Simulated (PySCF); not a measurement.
## HfSiH3Cl3O: excited-state calculation

HfSiH3Cl3O ((Cl)3Hf-O-SiH3), computed with TDDFT CAM-B3LYP/def2-SVPD, vertical, gas phase, core orbitals frozen in the response (PySCF 2.14.0).

The geometry comes from this level: PBE0-D3(BJ)/def2-SVP. It belongs to a series of runs on one base structure; here: Cl, O.

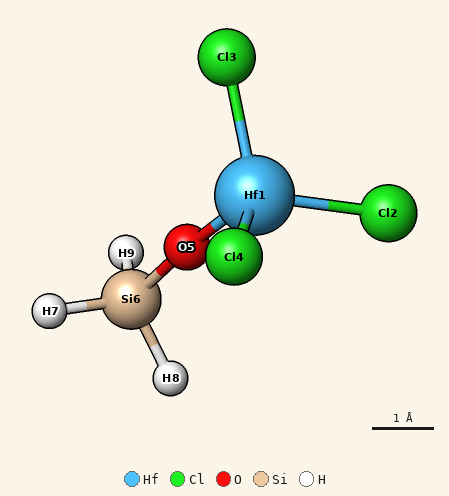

*The input geometry (ball-and-stick view, seen at a tilt; atoms are numbered from 1 in the order of the input). Sticks mark near contacts.*

**Input**
```
{"job": {"kind": "uv", "xc": "CAM-B3LYP", "basis": "def2-SVPD", "ip": true, "nstates": 10}, "charge": 0, "multiplicity": 1}
Hf    -0.362488     0.870646     1.413555
Cl    -2.191291    -0.184383     2.412745
Cl     1.406489     0.932297     2.948538
Cl    -0.991720     3.019201     0.734458
O      0.138509    -0.116264    -0.138324
Si     0.464168    -0.966806    -1.548657
H      1.322315    -0.123812    -2.427383
H     -0.826183    -1.272859    -2.228008
H      1.172941    -2.227480    -1.192584
```

The first line tells a small driver script what to run in PySCF; the rest is the geometry in Å.

Launched with:
```bash
OMP_NUM_THREADS=1 python <driver script> task.json out
```

**Log**
```
coarse grid: 46800 points
cycle   1  E = -1794.7386949988  dE = -1.270e+01  |g| = 8.855e-01  |ddm| = 8.587e+00
cycle   2  E = -1794.5765338757  dE =  1.622e-01  |g| = 1.285e+00  |ddm| = 1.947e+00
cycle   3  E = -1794.9032665173  dE = -3.267e-01  |g| = 1.712e-01  |ddm| = 1.006e+00
cycle   4  E = -1794.9088499959  dE = -5.583e-03  |g| = 5.957e-02  |ddm| = 2.832e-01
cycle   5  E = -1794.9097433817  dE = -8.934e-04  |g| = 2.247e-02  |ddm| = 1.209e-01
cycle   6  E = -1794.9098807783  dE = -1.374e-04  |g| = 1.703e-03  |ddm| = 3.347e-02
cycle   7  E = -1794.9098820284  dE = -1.250e-06  |g| = 4.925e-04  |ddm| = 5.007e-03
final grid: 89864 points
cycle   8  E = -1794.9096053023  dE = -1.533e-07  |g| = 3.637e-04  |ddm| = 2.611e-03
cycle   9  E = -1794.9096053197  dE = -1.747e-08  |g| = 2.752e-04  |ddm| = 1.050e-03
cycle  10  E = -1794.9096053380  dE = -1.830e-08  |g| = 4.787e-05  |ddm| = 4.283e-04
cycle  11  E = -1794.9096053386  dE = -5.357e-10  |g| = 1.835e-05  |ddm| = 6.389e-05
```

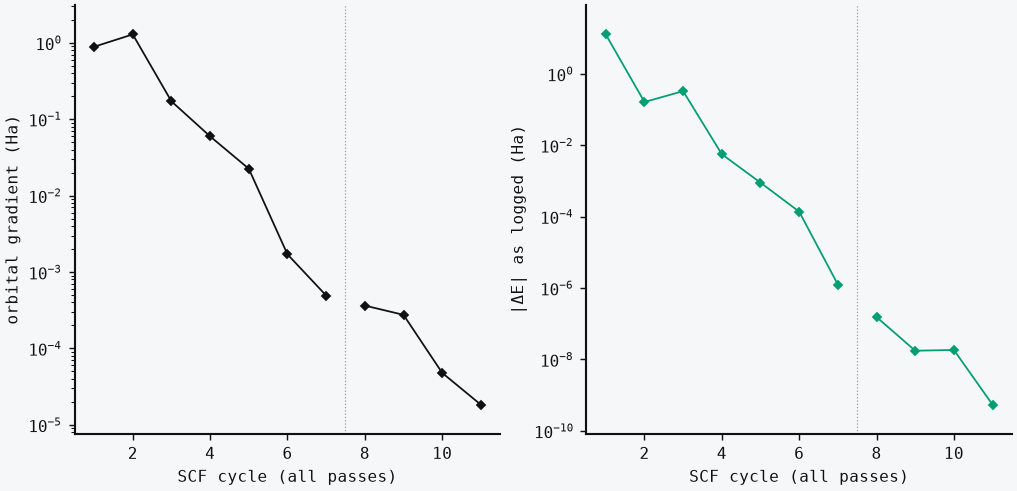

*Convergence of the self-consistent field: orbital gradient and size of the energy change against the SCF cycle. The dotted line marks the change from a coarse to the final integration grid.*

The first 7 cycles use a coarse grid, the final grid takes over at cycle 8, and the field converges after 11 cycles in all.

```
converged SCF energy = -1794.9096053386

Static polarisability (au): isotropic 109.599, principal 106.651 107.543 114.602

Singlet excitations
state   eV       nm        f      main configurations
  1   6.5984    187.9   0.00004   H-1->L 0.55, H-2->L+1 0.16
  2   6.6298    187.0   0.00250   H->L 0.48, H-2->L+1 0.24
  3   6.6487    186.5   0.00126   H->L+1 0.32, H-2->L 0.18, H-1->L+1 0.17
  4   6.8126    182.0   0.03661   H->L 0.28, H->L+1 0.18, H-5->L+1 0.13
  5   6.8232    181.7   0.03111   H-2->L 0.39, H->L+1 0.09
  6   6.8310    181.5   0.02691   H-1->L+1 0.42, H->L+1 0.17, H-5->L 0.13
  7   7.1455    173.5   0.00637   H-3->L 0.18, H-5->L 0.14, H-6->L 0.10
  8   7.1526    173.3   0.00456   H-4->L 0.25, H-7->L 0.12, H-5->L 0.09
  9   7.1778    172.7   0.00369   H-4->L+1 0.17, H-7->L+1 0.16, H-3->L+1 0.15
 10   7.3349    169.0   0.02248   H-3->L 0.12, H-4->L+1 0.11, H-3->L+1 0.10

Triplet excitations (Tamm-Dancoff, eV): 6.2386 6.2660 6.4410 6.5562
Vertical ionisation energy (delta-SCF) = 11.5330 eV
Vertical electron affinity (delta-SCF) = 0.1226 eV
```

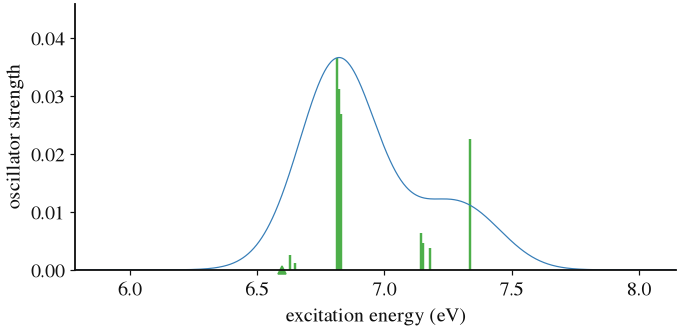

*Computed excitations as sticks (degenerate states added up, dark ones marked on the axis), with a Gaussian envelope of 0.35 eV full width at half maximum, scaled to the tallest.*

Of the 10 states the lowest lies at 6.60 eV (f = 0.000); the strongest line is at 6.81 eV, or 182 nm (f = 0.037).

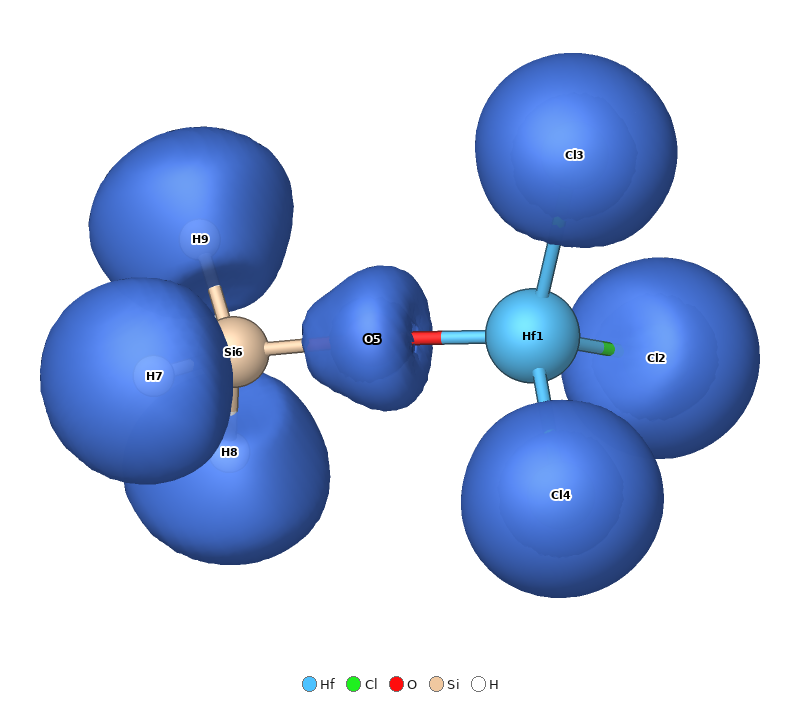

*Isosurface of the electron localisation function at 0.8 (blue), seen at a tilt. Core shells and regions of very low density are left out.*

Hf–O (1.91 Å): the ELF peaks at about 0.85 in the valence shell of O, 0.5 Å from its nucleus, and drops to about 0.20 between the two atoms.

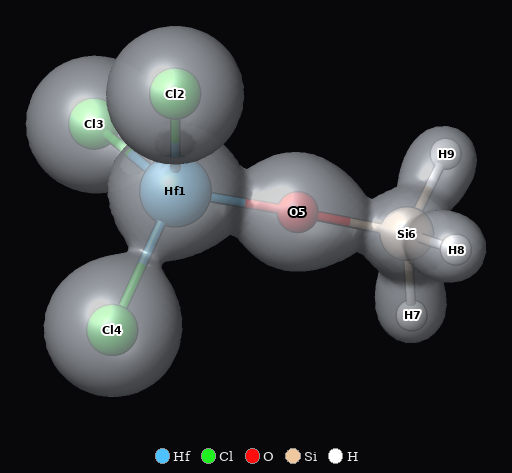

*Isosurface of the electron density at 0.5 e/Å³ (grey), seen at an oblique angle.*

At this value the surface is in one piece. On the grid the lowest density along these lines, outside the cores, is 0.85 e/Å³ (Si–O, 1.68 Å), 0.9 e/Å³ (Hf–O, 1.91 Å), 0.58 e/Å³ (Hf–Cl, 2.34 Å) and 0.78 e/Å³ (Si–H, 1.49 Å).

**Key numbers**

```tsv
quantity	value
outcome	converged
total energy	−1794.909605 hartree
HOMO	−10.79 eV
LUMO	−0.65 eV
dipole moment	2.41 D
mean polarisability	109.60 a.u.
vertical ionisation energy	11.53 eV
vertical electron affinity	0.12 eV
lowest singlet excitation	6.60 eV
hardware	1 CPU thread, shared host
wall time	3.7 min
peak memory	1.1 GiB
```

**Notes**

Spin–orbit coupling is left out, which matters for the heavy atoms.
